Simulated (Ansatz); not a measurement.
# H₂O₂ (triplet): HSE06, B2PLYP, RPA-PBE over a scan of the distance O1–H3 along a hydrogen transfer, cc-pVTZ, part 2 of 2

Ansatz 0.2.0, Gaussian basis; cc-pVTZ, all electrons in the functionals, frozen cores in the correlation of double hybrids and RPA. The steps go on from the part before.

### 11 B2PLYP, 1.241 Å

The input, in.yaml:

```yaml
crystal:
  periodic: [false, false, false]
  atoms:
    - {symbol: O, position_ang: [-1.078776, -0.027457, 0.000000]}
    - {symbol: H, position_ang: [-1.328086, 0.899119, 0.000000]}
    - {symbol: H, position_ang: [0.162224, -0.027457, 0.000000]}
    - {symbol: O, position_ang: [1.152224, -0.027457, 0.000000]}
basis:
  gaussian: {orbitals: cc-pVTZ}
magnetization: {spin_polarized: true, initial_magnetization: 2}
hamiltonian: {xc: {name: B2PLYP}}
correlation: {electrons: outside_noble_gas}
```

Run with:

```bash
> ansatz run in.yaml --threads 2 --pin off --events-out ev --progress --plain --max-ram 16896MiB --backend cuda --devices 0, --max-vram 18GiB
```

The log of the run:

```text
Functional definition: B2PLYP
  name "B2PLYP"
  cite "Grimme, J. Chem. Phys. 124, 034108 (2006) doi:10.1063/1.2148954"
  cite "Becke, Phys. Rev. A 38, 3098 (1988) doi:10.1103/PhysRevA.38.3098"
  cite "Lee, Yang & Parr, Phys. Rev. B 37, 785 (1988) doi:10.1103/PhysRevB.37.785"
  parameter a = 0.53
  parameter c = 0.27
  exchange = (1 - a)*b88_x + a*exact_x
  correlation = (1 - c)*lyp_c + c*(mp2_os + mp2_ss)
530 factors; integrals over basis functions are off by at most 9.6e-4 eV
mean field evaluation 1: about -4113.3655 eV, gradient 2.6e1 eV
mean field evaluation 2: about -4113.3875 eV, gradient 2.6e1 eV
mean field evaluation 4: about -4114.9518 eV, gradient 1.4e1 eV
mean field evaluation 8: about -4116.3315 eV, gradient 2.2e0 eV
mean field evaluation 16: about -4116.6278 eV, gradient 3.2e-4 eV
mean field evaluation 32: about -4116.6247 eV, gradient 4.1e-2 eV
mean field -4116.62784083 eV, -151.2832828001 hartree, gradient 2.6e-6 eV, S^2 2.016498; 4 other end points of the search recorded, 0 dependent functions left out
2 core orbitals not correlated: weight in the atoms' cores, before any rotation towards them, 1.000 or more for the frozen orbitals, at most 0.000 for the correlated occupied ones
reference -4116.62792326 eV, -151.2832858291 hartree; 8, 6 occupied and 78, 80 virtual orbitals, 530 factors
second order -13.75294501 eV of doubles, -0.00000000 eV of singles
Total energy: -4120.34121841 eV, -151.4197469090 hartree
```

It took 3.3 s on 1 × H100 (card shared with other runs) with 2 threads of AMD EPYC 7R13, shared host; peak host memory 0.76 GiB.

From the report: ⟨S²⟩ of the determinant 2.016 (pure triplet: 2.00).

From 0.960 Å: +0.332 eV.

### 12 RPA-PBE, 0.960 Å

The input, in.yaml:

```yaml
crystal:
  periodic: [false, false, false]
  atoms:
    - {symbol: O, position_ang: [-1.070435, -0.027457, 0.000000]}
    - {symbol: H, position_ang: [-1.319745, 0.899119, 0.000000]}
    - {symbol: H, position_ang: [-0.110906, -0.027457, 0.000000]}
    - {symbol: O, position_ang: [1.160565, -0.027457, 0.000000]}
basis:
  gaussian: {orbitals: cc-pVTZ}
magnetization: {spin_polarized: true, initial_magnetization: 2}
hamiltonian: {xc: {name: PBE}}
correlation: {method: rpa, electrons: outside_noble_gas}
```

Launched as before.

The log of the run:

```text
Functional definition: PBE
  name "PBE"
  cite "Perdew, Burke & Ernzerhof, Phys. Rev. Lett. 77, 3865 (1996) doi:10.1103/PhysRevLett.77.3865"
  parent pbe
  parameter kappa = 0.804
  parameter beta = 0.06672455060314922
  exchange = pbe_x(kappa = kappa, mu = beta*pi^2/3)
  correlation = pbe_c(beta = beta)
529 factors; integrals over basis functions are off by at most 1.4e-3 eV
mean field evaluation 1: about -4111.8271 eV, gradient 4.6e1 eV
mean field evaluation 2: about -4111.8260 eV, gradient 4.6e1 eV
mean field evaluation 4: about -4114.8931 eV, gradient 3.0e1 eV
mean field evaluation 8: about -4118.9252 eV, gradient 3.2e0 eV
mean field evaluation 16: about -4119.0692 eV, gradient 2.8e-1 eV
mean field evaluation 32: about -4118.8404 eV, gradient 3.9e0 eV
mean field evaluation 64: about -4118.6121 eV, gradient 9.8e0 eV
mean field evaluation 96: about -4113.8925 eV, gradient 2.6e1 eV
mean field evaluation 128: about -4115.8814 eV, gradient 3.0e0 eV
mean field evaluation 160: about -4119.0693 eV, gradient 3.4e-1 eV
mean field -4119.07047386 eV, -151.3730479080 hartree, gradient 2.7e-6 eV, S^2 2.004137; 12 other end points of the search recorded, 0 dependent functions left out
2 core orbitals not correlated: weight in the atoms' cores, before any rotation towards them, 1.000 or more for the frozen orbitals, at most 0.000 for the correlated occupied ones
reference -4102.56273384 eV, -150.7663996516 hartree; 8, 6 occupied and 78, 80 virtual orbitals, 529 factors
Total energy: -4122.42312361 eV, -151.4962555139 hartree
```

It took 17 s on 1 × H100 (card shared with other runs) with 2 threads of AMD EPYC 7R13, shared host; peak host memory 0.86 GiB.

From the report: ⟨S²⟩ of the determinant 2.004 (pure triplet: 2.00).

### 13 RPA-PBE, 1.000 Å

The input, in.yaml:

```yaml
crystal:
  periodic: [false, false, false]
  atoms:
    - {symbol: O, position_ang: [-1.071635, -0.027457, 0.000000]}
    - {symbol: H, position_ang: [-1.320944, 0.899119, 0.000000]}
    - {symbol: H, position_ang: [-0.071635, -0.027457, 0.000000]}
    - {symbol: O, position_ang: [1.159365, -0.027457, 0.000000]}
basis:
  gaussian: {orbitals: cc-pVTZ}
magnetization: {spin_polarized: true, initial_magnetization: 2}
hamiltonian: {xc: {name: PBE}}
correlation: {method: rpa, electrons: outside_noble_gas}
```

Launched as before.

The log of the run:

```text
Functional definition: PBE
  name "PBE"
  cite "Perdew, Burke & Ernzerhof, Phys. Rev. Lett. 77, 3865 (1996) doi:10.1103/PhysRevLett.77.3865"
  parent pbe
  parameter kappa = 0.804
  parameter beta = 0.06672455060314922
  exchange = pbe_x(kappa = kappa, mu = beta*pi^2/3)
  correlation = pbe_c(beta = beta)
530 factors; integrals over basis functions are off by at most 9.9e-4 eV
mean field evaluation 1: about -4111.7112 eV, gradient 4.6e1 eV
mean field evaluation 2: about -4111.7107 eV, gradient 4.6e1 eV
mean field evaluation 4: about -4115.0254 eV, gradient 2.9e1 eV
mean field evaluation 8: about -4118.9510 eV, gradient 4.4e0 eV
mean field evaluation 16: about -4119.1253 eV, gradient 2.1e-1 eV
mean field evaluation 32: about -4119.1201 eV, gradient 8.9e-1 eV
mean field evaluation 64: about -4118.6668 eV, gradient 9.7e0 eV
mean field evaluation 96: about -4113.9302 eV, gradient 2.5e1 eV
mean field evaluation 128: about -4118.8024 eV, gradient 3.1e0 eV
mean field evaluation 160: about -4119.1246 eV, gradient 5.1e-1 eV
mean field -4119.12550914 eV, -151.3750704174 hartree, gradient 2.0e-6 eV, S^2 2.004463; 12 other end points of the search recorded, 0 dependent functions left out
2 core orbitals not correlated: weight in the atoms' cores, before any rotation towards them, 1.000 or more for the frozen orbitals, at most 0.000 for the correlated occupied ones
reference -4102.38569310 eV, -150.7598935244 hartree; 8, 6 occupied and 78, 80 virtual orbitals, 530 factors
Total energy: -4122.44112807 eV, -151.4969171655 hartree
```

Run time: 3.2 s. Hardware: 1 × H100 (card shared with other runs) with 2 threads of AMD EPYC 7R13, shared host; peak host memory 0.85 GiB.

From the report: ⟨S²⟩ of the determinant 2.004 (pure triplet: 2.00).

From 0.960 Å: -0.018 eV.

### 14 RPA-PBE, 1.080 Å

The input, in.yaml:

```yaml
crystal:
  periodic: [false, false, false]
  atoms:
    - {symbol: O, position_ang: [-1.074005, -0.027457, 0.000000]}
    - {symbol: H, position_ang: [-1.323315, 0.899119, 0.000000]}
    - {symbol: H, position_ang: [0.005995, -0.027457, 0.000000]}
    - {symbol: O, position_ang: [1.156995, -0.027457, 0.000000]}
basis:
  gaussian: {orbitals: cc-pVTZ}
magnetization: {spin_polarized: true, initial_magnetization: 2}
hamiltonian: {xc: {name: PBE}}
correlation: {method: rpa, electrons: outside_noble_gas}
```

The command is unchanged.

The log of the run:

```text
Functional definition: PBE
  name "PBE"
  cite "Perdew, Burke & Ernzerhof, Phys. Rev. Lett. 77, 3865 (1996) doi:10.1103/PhysRevLett.77.3865"
  parent pbe
  parameter kappa = 0.804
  parameter beta = 0.06672455060314922
  exchange = pbe_x(kappa = kappa, mu = beta*pi^2/3)
  correlation = pbe_c(beta = beta)
527 factors; integrals over basis functions are off by at most 1.3e-3 eV
mean field evaluation 1: about -4111.2552 eV, gradient 4.6e1 eV
mean field evaluation 2: about -4111.2544 eV, gradient 4.6e1 eV
mean field evaluation 4: about -4115.1830 eV, gradient 2.8e1 eV
mean field evaluation 8: about -4116.0210 eV, gradient 2.7e1 eV
mean field evaluation 16: about -4119.1218 eV, gradient 2.7e-4 eV
mean field evaluation 32: about -4119.1218 eV, gradient 1.6e-6 eV
mean field evaluation 64: about -4118.9463 eV, gradient 8.9e-1 eV
mean field evaluation 96: about -4118.9328 eV, gradient 5.9e0 eV
mean field evaluation 128: about -4118.4692 eV, gradient 7.8e0 eV
mean field -4119.12180783 eV, -151.3749343967 hartree, gradient 2.3e-6 eV, S^2 2.005053; 13 other end points of the search recorded, 0 dependent functions left out
2 core orbitals not correlated: weight in the atoms' cores, before any rotation towards them, 1.000 or more for the frozen orbitals, at most 0.000 for the correlated occupied ones
reference -4101.99492366 eV, -150.7455330125 hartree; 8, 6 occupied and 78, 80 virtual orbitals, 527 factors
Total energy: -4122.38946142 eV, -151.4950184513 hartree
```

Run time: 3.5 s. Hardware: 1 × H100 (card shared with other runs) with 2 threads of AMD EPYC 7R13, shared host; peak host memory 0.85 GiB.

From the report: ⟨S²⟩ of the determinant 2.005 (pure triplet: 2.00).

From 0.960 Å: +0.034 eV.

### 15 RPA-PBE, 1.161 Å

The input, in.yaml:

```yaml
crystal:
  periodic: [false, false, false]
  atoms:
    - {symbol: O, position_ang: [-1.076406, -0.027457, 0.000000]}
    - {symbol: H, position_ang: [-1.325715, 0.899119, 0.000000]}
    - {symbol: H, position_ang: [0.084594, -0.027457, 0.000000]}
    - {symbol: O, position_ang: [1.154594, -0.027457, 0.000000]}
basis:
  gaussian: {orbitals: cc-pVTZ}
magnetization: {spin_polarized: true, initial_magnetization: 2}
hamiltonian: {xc: {name: PBE}}
correlation: {method: rpa, electrons: outside_noble_gas}
```

Same command.

The log of the run:

```text
Functional definition: PBE
  name "PBE"
  cite "Perdew, Burke & Ernzerhof, Phys. Rev. Lett. 77, 3865 (1996) doi:10.1103/PhysRevLett.77.3865"
  parent pbe
  parameter kappa = 0.804
  parameter beta = 0.06672455060314922
  exchange = pbe_x(kappa = kappa, mu = beta*pi^2/3)
  correlation = pbe_c(beta = beta)
532 factors; integrals over basis functions are off by at most 9.9e-4 eV
mean field evaluation 1: about -4110.7877 eV, gradient 4.7e1 eV
mean field evaluation 2: about -4110.7871 eV, gradient 4.7e1 eV
mean field evaluation 4: about -4115.4930 eV, gradient 2.6e1 eV
mean field evaluation 8: about -4115.4930 eV, gradient 2.6e1 eV
mean field evaluation 16: about -4119.0380 eV, gradient 1.1e-1 eV
mean field evaluation 32: about -4119.0188 eV, gradient 1.2e0 eV
mean field evaluation 64: about -4118.8397 eV, gradient 2.0e-6 eV
mean field evaluation 96: about -4119.0352 eV, gradient 6.0e-2 eV
mean field evaluation 128: about -4119.0275 eV, gradient 5.7e-1 eV
mean field -4119.03810418 eV, -151.3718583443 hartree, gradient 1.7e-6 eV, S^2 2.005353; 12 other end points of the search recorded, 0 dependent functions left out
2 core orbitals not correlated: weight in the atoms' cores, before any rotation towards them, 1.000 or more for the frozen orbitals, at most 0.000 for the correlated occupied ones
reference -4101.69255806 eV, -150.7344212816 hartree; 8, 6 occupied and 78, 80 virtual orbitals, 532 factors
Total energy: -4122.29909203 eV, -151.4916974374 hartree
```

Wall time 4.7 s (1 × H100 (card shared with other runs) with 2 threads of AMD EPYC 7R13, shared host); peak host memory 0.85 GiB.

From the report: ⟨S²⟩ of the determinant 2.005 (pure triplet: 2.00).

From 0.960 Å: +0.124 eV.

### 16 RPA-PBE, 1.241 Å

The input, in.yaml:

```yaml
crystal:
  periodic: [false, false, false]
  atoms:
    - {symbol: O, position_ang: [-1.078776, -0.027457, 0.000000]}
    - {symbol: H, position_ang: [-1.328086, 0.899119, 0.000000]}
    - {symbol: H, position_ang: [0.162224, -0.027457, 0.000000]}
    - {symbol: O, position_ang: [1.152224, -0.027457, 0.000000]}
basis:
  gaussian: {orbitals: cc-pVTZ}
magnetization: {spin_polarized: true, initial_magnetization: 2}
hamiltonian: {xc: {name: PBE}}
correlation: {method: rpa, electrons: outside_noble_gas}
```

Launched as before.

The log of the run:

```text
Functional definition: PBE
  name "PBE"
  cite "Perdew, Burke & Ernzerhof, Phys. Rev. Lett. 77, 3865 (1996) doi:10.1103/PhysRevLett.77.3865"
  parent pbe
  parameter kappa = 0.804
  parameter beta = 0.06672455060314922
  exchange = pbe_x(kappa = kappa, mu = beta*pi^2/3)
  correlation = pbe_c(beta = beta)
530 factors; integrals over basis functions are off by at most 9.6e-4 eV
mean field evaluation 1: about -4110.9758 eV, gradient 4.6e1 eV
mean field evaluation 2: about -4110.9757 eV, gradient 4.6e1 eV
mean field evaluation 4: about -4115.0944 eV, gradient 2.7e1 eV
mean field evaluation 8: about -4115.0944 eV, gradient 2.7e1 eV
mean field evaluation 16: about -4118.8749 eV, gradient 3.1e-2 eV
mean field evaluation 32: about -4118.5750 eV, gradient 6.4e0 eV
mean field evaluation 64: about -4118.6721 eV, gradient 2.0e-1 eV
mean field evaluation 96: about -4111.0243 eV, gradient 3.6e1 eV
mean field evaluation 128: about -4118.7757 eV, gradient 4.7e0 eV
mean field evaluation 160: about -4118.8566 eV, gradient 1.4e-1 eV
mean field -4118.87492940 eV, -151.3658617816 hartree, gradient 1.6e-6 eV, S^2 2.005253; 13 other end points of the search recorded, 0 dependent functions left out
2 core orbitals not correlated: weight in the atoms' cores, before any rotation towards them, 1.000 or more for the frozen orbitals, at most 0.000 for the correlated occupied ones
reference -4101.52838555 eV, -150.7283880533 hartree; 8, 6 occupied and 78, 80 virtual orbitals, 530 factors
Total energy: -4122.16805429 eV, -151.4868818895 hartree
```

It took 3.7 s on 1 × H100 (card shared with other runs) with 2 threads of AMD EPYC 7R13, shared host; peak host memory 0.86 GiB.

From the report: ⟨S²⟩ of the determinant 2.005 (pure triplet: 2.00).

From 0.960 Å: +0.255 eV.

### 17 The comparison

The yardstick is UCCSDT(Q), where the cluster series has nearly closed. It comes from earlier runs at the same points. Energies in eV, counted from 0.960 Å; blanks weren't run or aren't comparable.

| level | 0.960 Å | 1.000 Å | 1.080 Å | 1.161 Å | 1.241 Å |
| --- | --- | --- | --- | --- | --- |
| UCCSDT(Q) | 0.000 | 0.038 |  | 0.310 | 0.390 |
| HSE06 | 0.000 | -0.007 | 0.065 | 0.161 | 0.277 |
| B2PLYP | 0.000 | 0.012 | 0.114 | 0.226 | 0.332 |
| RPA-PBE | 0.000 | -0.018 | 0.034 | 0.124 | 0.255 |

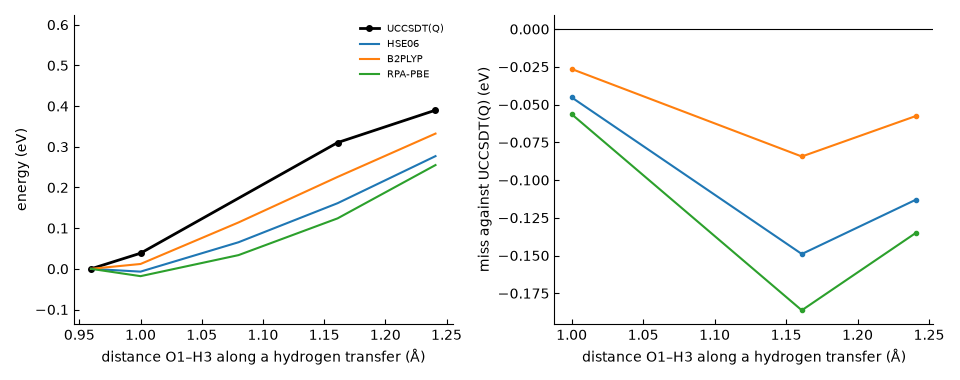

Left: the curves (the axis may cut off levels that run far away). Right: misses against UCCSDT(Q), in the same colours.

Largest miss and mean time a point (UCCSDT(Q) took 34 s a point; shared hosts):

| level | largest miss (eV) | where | time a point |
| --- | --- | --- | --- |
| HSE06 | -0.149 | 1.161 Å | 3 s |
| B2PLYP | -0.084 | 1.161 Å | 4.3 s |
| RPA-PBE | -0.186 | 1.161 Å | 6.4 s |

### 18 Results

What follows sums up all 2 parts.

```
                                              quantity                value
span of the UCCSDT(Q) curve (points where it is known)             0.390 eV
                                   largest miss, HSE06  -0.149 eV (1.161 Å)
                                  largest miss, B2PLYP  -0.084 eV (1.161 Å)
                                 largest miss, RPA-PBE  -0.186 eV (1.161 Å)
```

Misses are known at 3 of 4 points at best, and only functionals with that many are ranked. Of the functionals, B2PLYP keep the smallest largest miss at the points compared (at most 0.084 eV) and RPA-PBE strays most (0.186 eV, at 1.161 Å). Functionals and the yardstick converge differently with the basis, so part of each miss in cc-pVTZ is the basis.
